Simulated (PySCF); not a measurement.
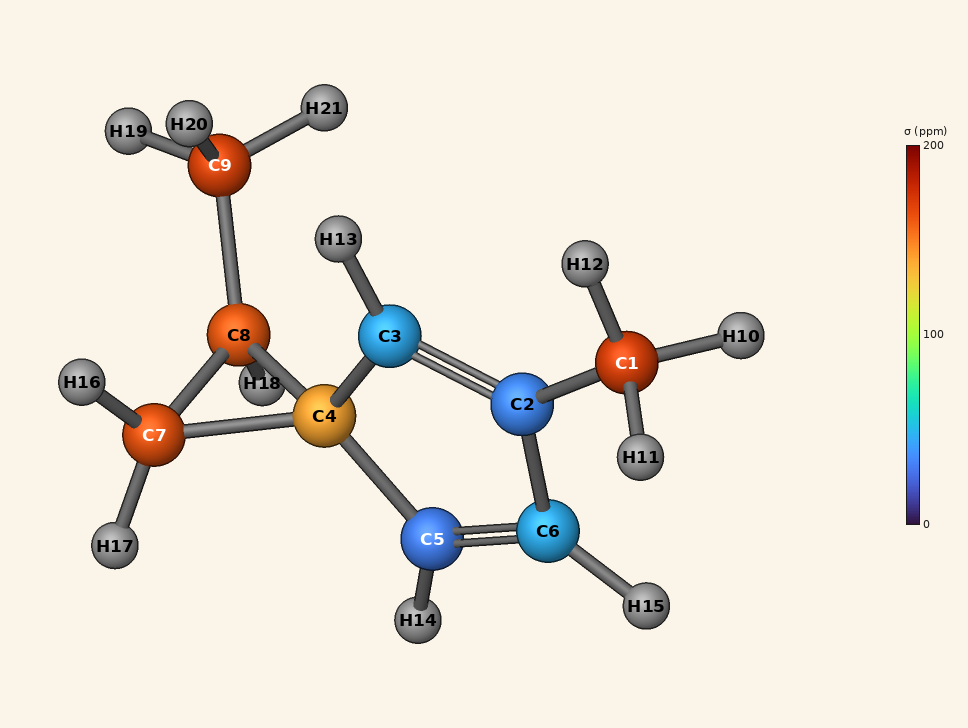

Atoms are coloured by their isotropic NMR shieldings (C only, the others grey). The computed structure is the end point of a PBE0-D3(BJ)/def2-SVP optimisation. No frequency run is at hand to confirm it as a minimum. Method: GIAO PBE0/pcSseg-1 NMR shielding, non-relativistic, IEF-PCM water (PySCF 2.14.0).

**Which C atom is the most shielded (lowest chemical shift)?**

C1 (167.2 ppm).

**Which C atom is the least shielded (highest chemical shift)?**

C5 (33.4 ppm).

**How wide is the range of C shifts?**

133.8 ppm.

List the isotropic NMR shieldings of the C atoms.

```csv
atom,σ (ppm)
C1,167.2
C2,36.1
C3,46.1
C4,138.7
C5,33.4
C6,47.1
C7,161.5
C8,158.9
C9,165.8
```
